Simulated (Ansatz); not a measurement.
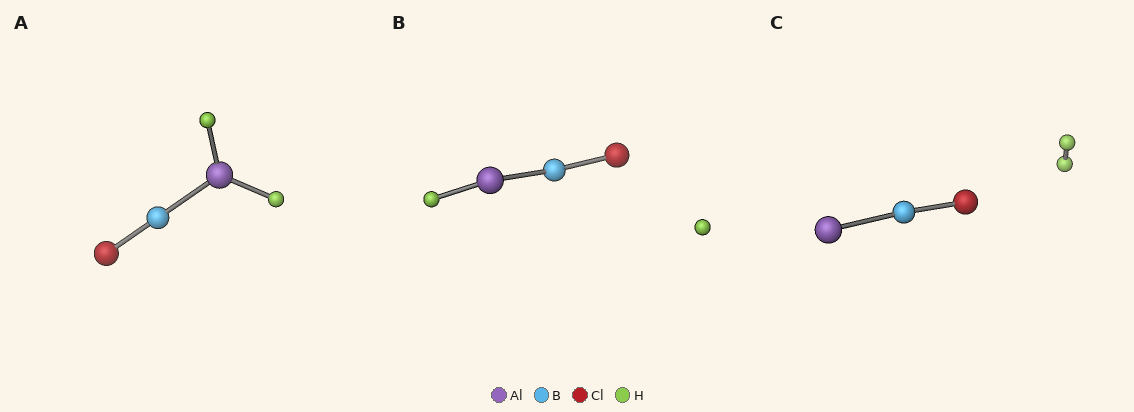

3 stationary structures of one formula. State: neutral, doublet. Geometries: PBE-D4/def2-SVP. Electronic energies: PBE-D4/def2-SVP (Ansatz 0.2.0), without zero-point energy. No frequency run is at hand to confirm each as a minimum.

Which is lowest in energy, and by how much?

Answer. A is lowest; C lies 32.0 kcal/mol above it, B lies 71.5 kcal/mol above it (C1).

The determinant isn't a pure spin state (⟨S²⟩ up to 1.76).
